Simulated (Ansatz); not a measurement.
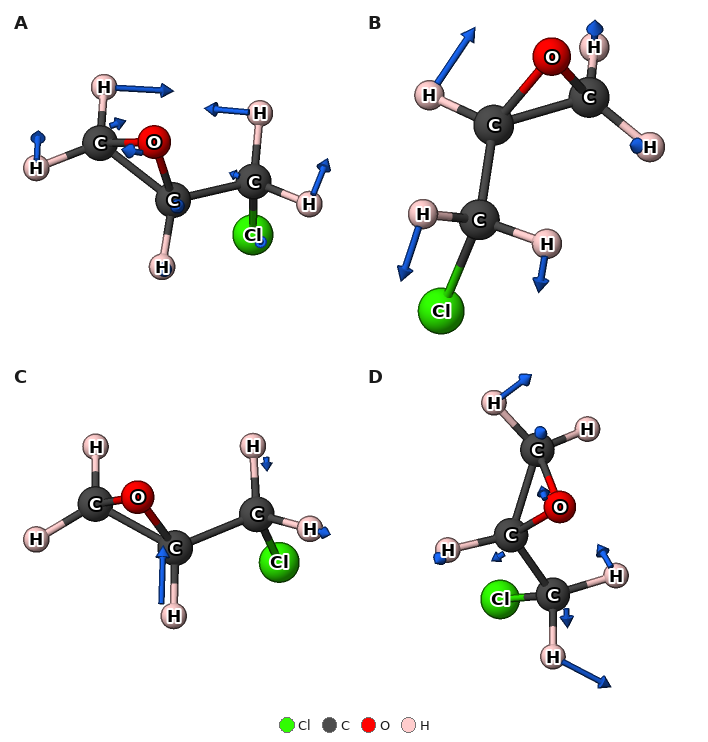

4 normal modes of one molecule or complex, as arrows. Harmonic vibrations computed with RKS PBE0-D4/def2-TZVP (Ansatz 0.2.0) at a stationary point of the same level.

Question: Match the panels to the wavenumbers 415 cm⁻¹, 845 cm⁻¹, 1308 cm⁻¹, 3138 cm⁻¹.

Answer: A: 415 cm⁻¹
B: 1308 cm⁻¹
C: 3138 cm⁻¹, C–H stretching
D: 845 cm⁻¹
